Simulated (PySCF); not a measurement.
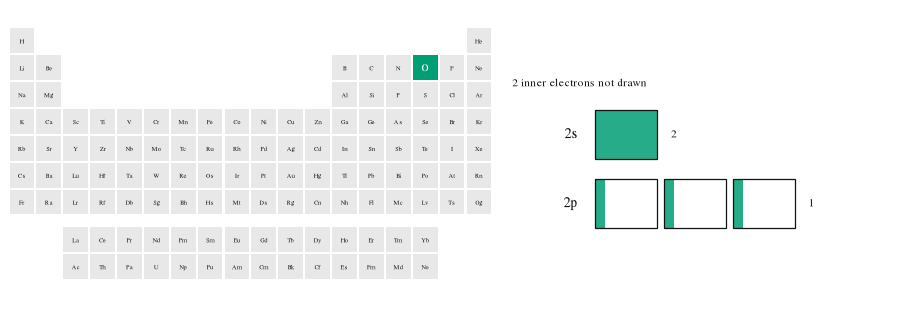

Left, the place of oxygen in the periodic table; right, the outer shells of the nominal configuration: a box for each of the 2l + 1 orbitals, shaded by the share of the shell that is filled, with the electron count at the right.

**Run report: O³⁺, atomic calculation**

System: O³⁺, configuration 1s2 2s2 2p1, multiplicity 2.
Method: unrestricted CCSD(T), def2-SVP, non-relativistic, point nucleus (PySCF).

**Results in brief**

- outcome: converged
- total energy: −71.069848 hartree
- CCSD correlation: −0.082940 hartree
- (T) correction: −0.000506 hartree
- CCSD energy: −71.069342 hartree
- T1 diagnostic: 0.005
- hardware: 1 thread of Arm Neoverse V2, 23 GiB of memory available, shared host

**Notes**

Caveats: level shift left on, which raises the virtual orbital energies.

**Input file**
```python
from pyscf import gto, scf, dft, mp, cc
import basis_set_exchange as bse
mol = gto.M(atom="O 0 0 0", charge=3, spin=1, symmetry="D2h",
            basis=gto.basis.parse(bse.get_basis("def2-SVP", elements=["O"], fmt="nwchem", header=False)))
mf = scf.UHF(mol)
mf.irrep_nelec = {'Ag': (2, 2), 'B2u': (1, 0)}
mf.kernel()
mycc = cc.CCSD(mf, frozen=1).run()
mycc.ccsd_t()
```

The script is an equivalent of what the driver set up; the driver computed the properties (radii, ⟨L²⟩, response) afterwards. It also set what the script leaves out: max_cycle = 50, level_shift = 0.5, guess = minao. It held the occupations shell by shell, which the script's counts by irreducible representation don't always enforce.

Launched within a batch (the task file carries these settings):
```bash
OMP_NUM_THREADS=1 python <driver script> TASK.json OUT
```

**Output (extracts)**
```
CC2 = 0
CCSD nocc = (np.int64(2), np.int64(1)), nmo = (13, 13)
frozen orbitals [[0], [0]]
max_cycle = 100
direct = 0
conv_tol = 1e-08
conv_tol_normt = 1e-06
diis_space = 8
diis_start_cycle = 0
Init t2, MP2 energy = -0.0502491249307469
Init E_corr(UCCSD) = -0.050249124931572
cycle = 1  E_corr(UCCSD) = -0.0683855038423459  dE = -0.0181363789  norm(t1,t2) = 0.0533365
cycle = 2  E_corr(UCCSD) = -0.0760230234240758  dE = -0.00763751958  norm(t1,t2) = 0.0261286
cycle = 3  E_corr(UCCSD) = -0.083049382019336  dE = -0.0070263586  norm(t1,t2) = 0.0131682
cycle = 4  E_corr(UCCSD) = -0.0829133497996059  dE = 0.00013603222  norm(t1,t2) = 0.000639652
cycle = 5  E_corr(UCCSD) = -0.0829499946900443  dE = -3.66448904e-05  norm(t1,t2) = 7.54729e-05
cycle = 6  E_corr(UCCSD) = -0.082936713582175  dE = 1.32811079e-05  norm(t1,t2) = 1.95868e-05
cycle = 7  E_corr(UCCSD) = -0.0829402834812653  dE = -3.56989909e-06  norm(t1,t2) = 6.51018e-06
cycle = 8  E_corr(UCCSD) = -0.0829402639533668  dE = 1.95278985e-08  norm(t1,t2) = 2.83929e-07
cycle = 9  E_corr(UCCSD) = -0.0829402298073922  dE = 3.41459746e-08  norm(t1,t2) = 1.19131e-07
cycle = 10  E_corr(UCCSD) = -0.0829401986167255  dE = 3.11906667e-08  norm(t1,t2) = 5.48564e-08
cycle = 11  E_corr(UCCSD) = -0.0829402004623503  dE = -1.84562481e-09  norm(t1,t2) = 8.15589e-09
UCCSD converged
E(UCCSD) = -71.06934155492836  E_corr = -0.08294020046235026
UCCSD(T) correction = -0.000506357926120223
```

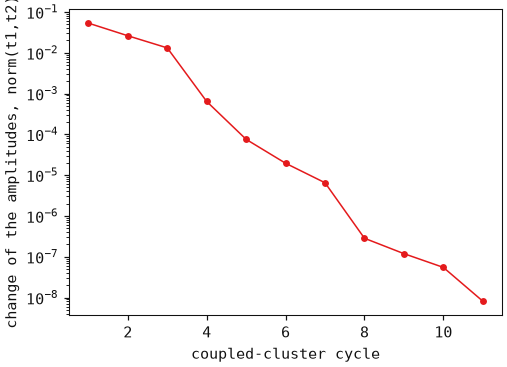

Convergence: change of the amplitudes, norm(t1,t2) against the coupled-cluster cycle. The residual falls at every step. It goes from 0.053 to 8.2×10⁻⁹ in 11 steps.
